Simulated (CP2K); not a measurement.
Consider ethylene carbonate at its PBE geometry (Å).

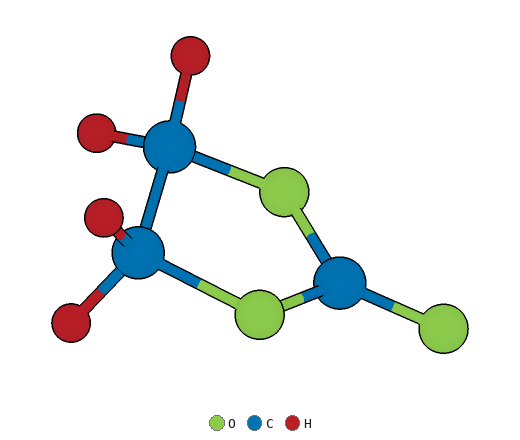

The molecule (oxygen green, carbon blue, hydrogen red).

```xyz
10

O     2.7154   -0.1310   -0.1527
C     1.5147   -0.0754   -0.0748
O     0.6948   -1.0959    0.3725
C    -0.6832   -0.7284    0.1172
C    -0.6164    0.7915   -0.0496
O     0.7653    1.0256   -0.4227
H    -1.2914   -1.0513    0.9691
H    -1.0186   -1.2420   -0.7952
H    -1.2606    1.1737   -0.8484
H    -0.8201    1.3331    0.8846
```

Method: CP2K XAS_TDP, all-electron GAPW, PBEh(45%), aug-cc-pVDZ, TDA, GW2X-corrected core level, no relativity.

Question: Where do the C K-edge lines lie, and how strong are they?

Leading lines: C2 291.89 eV and C4 291.43 eV. The leading line of an atom is its first one with 35 % of the strongest within 2.5 eV of its lowest line over the strength cut. Core ionisation energies at this level: C2 297.91 and C4 294.85 eV.

The first six lines of each atom with a strength over 0.0015:

```
                                atom  energy (eV)  states  strength, one atom  above the computed threshold
                  C2 (bonded to 3 O)       291.89       1              0.0813                              
                                           295.69       1              0.0019                              
                                           297.69       1              0.0438                              
                                           297.77       1              0.0132                              
                                           298.00       1              0.0042                           yes
                                           298.30       1              0.0087                           yes
C4 (bonded to C, O and 2 H), 2 alike       291.43       1              0.0411                              
                                           292.25       1              0.0091                              
                                           292.70       1              0.0259                              
                                           293.45       1              0.0059                              
                                           293.67       1              0.0028                              
                                           294.25       1              0.0099
```

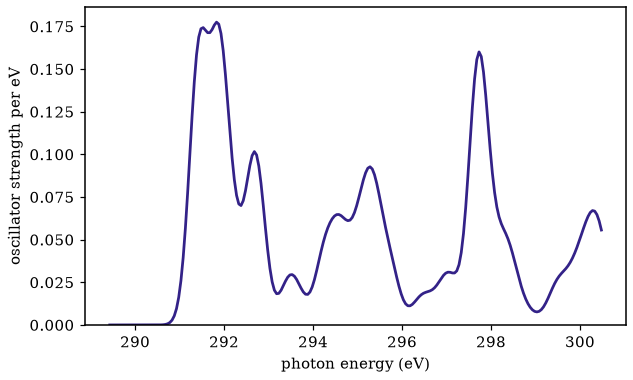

All atoms added, broadened by 0.5 eV.

Lines are vertical, at one geometry, with no vibrational structure. GW2X ionisation energies and lines can be off by 1 to 2 eV either way, and a good line position may hide errors that cancel. These values hold no scalar relativity, about 0.1 eV for C 1s. Rydberg lines, and the discretised continuum above threshold, depend on the basis and the box.

[Banner, clock and machine lines of the logs are left out without a mark of their own.]

[Logs are printed without paths, hosts, clocks, repeated set-up lines and the standing remarks that a program may print on its own settings, such as how far it seeks lower states.]

[Hosts, paths, dates, database ids (printed as entryN), source tags and the programs' standing remarks are cut or masked in the printed files.]
